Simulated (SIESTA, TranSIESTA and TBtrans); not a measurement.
System: Pd chain with one bond stretched by 0.6 Å. Leads: straight Pd chain, spacing 2.5 Å. Geometry: as built, not relaxed.

Computed with TranSIESTA and TBtrans, PBE, DZP numerical orbitals (energy shift 0.15 eV), PseudoDojo norm-conserving scalar-relativistic potentials, mesh cutoff 200 Ry, 300 K, spin-polarised (collinear), no spin-orbit coupling; self-consistent non-equilibrium Green functions.

Energies count from the leads' Fermi level. Transmissions are for each spin. The energy step is 0.01 eV; narrower resonances are cut or missed.

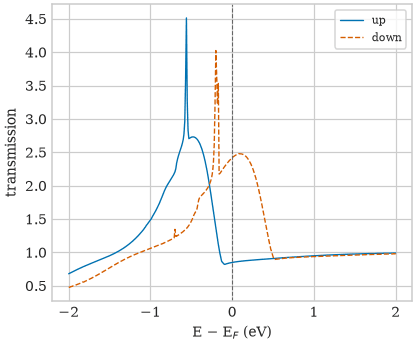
Figure. Transmission against energy

```csv
E (eV),T up,T down,lead channels up,down
-2.00,0.68,0.48,3,3
-1.80,0.80,0.57,3,3
-1.60,0.90,0.70,3,3
-1.40,1.01,0.84,3,3
-1.20,1.19,0.96,3,3
-1.00,1.49,1.06,band edge,3
-0.80,2.00,1.16,band edge,3
-0.60,2.69,1.31,band edge,band edge
-0.40,2.64,1.82,4,band edge
-0.20,1.36,4.03,4,band edge
0.00,0.85,2.42,1,4
0.20,0.88,2.39,1,4
0.40,0.90,1.48,1,4
0.60,0.92,0.91,1,1
0.80,0.93,0.93,1,1
1.00,0.95,0.94,1,1
1.20,0.96,0.95,1,1
1.40,0.97,0.96,1,1
1.60,0.98,0.97,1,1
1.80,0.99,0.97,1,1
2.00,0.99,0.98,1,1
```

The magnetic order of the leads was set by the start, and no other order was tried; the separate lead runs end at 0.76 (left) and 0.76 (right) μB an atom. The straight chain is held at its spacing; free chains may zigzag or dimerise.
